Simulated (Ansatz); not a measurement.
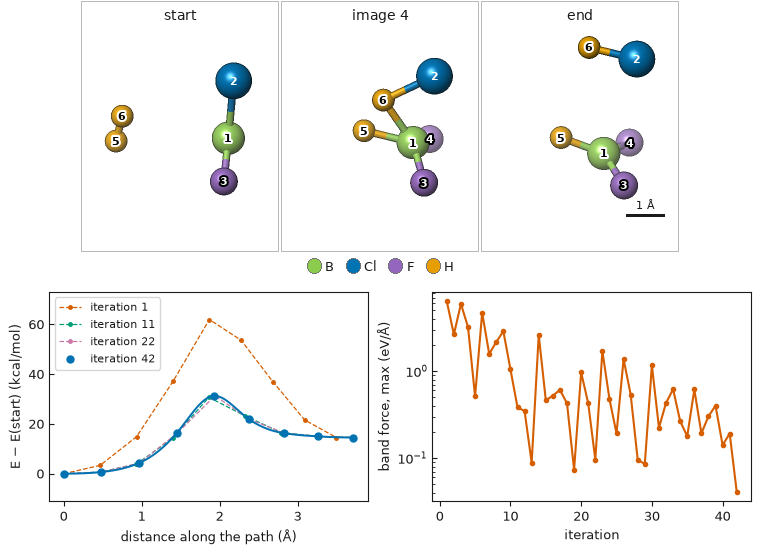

A nudged-elastic-band calculation for BH2ClF2, made up at the start of BClF2 and H₂. Images are numbered from 0 (start) to 8 (end). The plot follows the band through its iterations. Style: ball-and-stick. Shown at a tilt.

All numbers below come from Ansatz, RKS PBE-D4/def2-SVP. Run with 7 movable images; climbing image; force threshold 0.05 eV/Å; iteration limit 60; starting path through a guess of the saddle point.

Question: How did the profile develop, and is the result final?

Answer: The result is final at these settings. The band converged in 42 iterations. The largest component of the band force went from 6.4 to 0.041 eV/Å. The climbing image converged on the top of the path. Its vibrational analysis gives one imaginary mode (798i cm⁻¹), as a transition state must have. The first iteration put the highest image at 62.0 kcal/mol. The highest point, image 4, lies 31.3 kcal/mol above the start and 16.8 kcal/mol above the end; the end is at +14.5 kcal/mol relative to the start.

Limits of the set-up: the start holds two separate molecules, 2.9 Å apart at their closest, whose relative position is a soft coordinate.
